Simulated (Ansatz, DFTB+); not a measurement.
Errors in the dipole moment

8 molecules of light elements (H to F); the dipole moment in D, computed less measured. Shapes, held fixed at every level: PBE0-D4/def2-TZVP. No vibrational averaging. Dipoles are compared by magnitude; molecules under 1 D, whose direction can flip, are left out. Programs: Ansatz 0.2.0, DFTB+ 25.1. Measured values: NIST CCCBDB.

Levels: A = DFTB2; B = r2SCAN-D4/def2-TZVPP; C = B3LYP-D4/def2-TZVPP; D = wB97M-V/def2-TZVPP.

```json
{"molecule": "HNC (hydrogen isocyanide)", "measured": "3.05", "A": "-0.93", "B": "+0.09", "C": "+0.03", "D": "+0.02"}
{"molecule": "H2O (water)", "measured": "1.85", "A": "-0.32", "B": "+0.08", "C": "+0.09", "D": "+0.09"}
{"molecule": "H2CO (SMILES C=O)", "measured": "2.33", "A": "-0.65", "B": "-0.10", "C": "-0.02", "D": "0.00"}
{"molecule": "NH3 (ammonia)", "measured": "1.47", "A": "-0.63", "B": "+0.12", "C": "+0.13", "D": "+0.14"}
{"molecule": "C2H3N (isocyanomethane)", "measured": "3.85", "A": "-0.84", "B": "+0.12", "C": "+0.03", "D": "-0.04"}
{"molecule": "CH4O (SMILES CO)", "measured": "1.70", "A": "-0.39", "B": "-0.10", "C": "-0.06", "D": "-0.06"}
{"molecule": "C3H3NO (oxazole)", "measured": "1.50", "A": "-0.44", "B": "+0.07", "C": "+0.06", "D": "+0.07"}
{"molecule": "C3H6O (propylene oxide)", "measured": "2.01", "A": "-0.02", "B": "-0.16", "C": "-0.09", "D": "-0.08"}
```

Problem. Sum up the errors.

Solution. 
```
               level                    kind  mean error  mean absolute error  worst case
               DFTB2          semi-empirical      -0.528                0.528         HNC
r2SCAN-D4/def2-TZVPP                meta-GGA      +0.015                0.105       C3H6O
 B3LYP-D4/def2-TZVPP           global hybrid      +0.021                0.064         NH3
  wB97M-V/def2-TZVPP  range-separated hybrid      +0.018                0.062         NH3
```

On this set wB97M-V/def2-TZVPP has the smallest mean absolute error and DFTB2 the largest. DFTB2 is too low in 8 of 8. The smallest two are near a tie. The set is small.

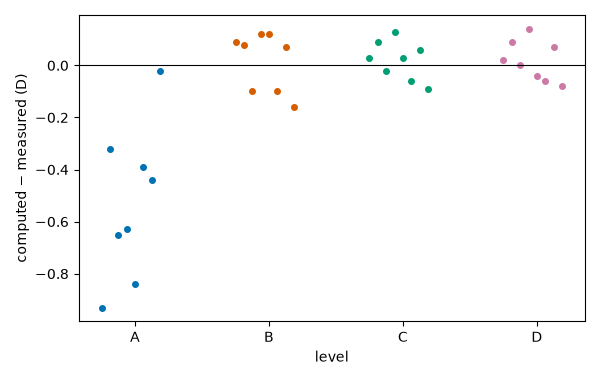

Errors of each level, one point a molecule.
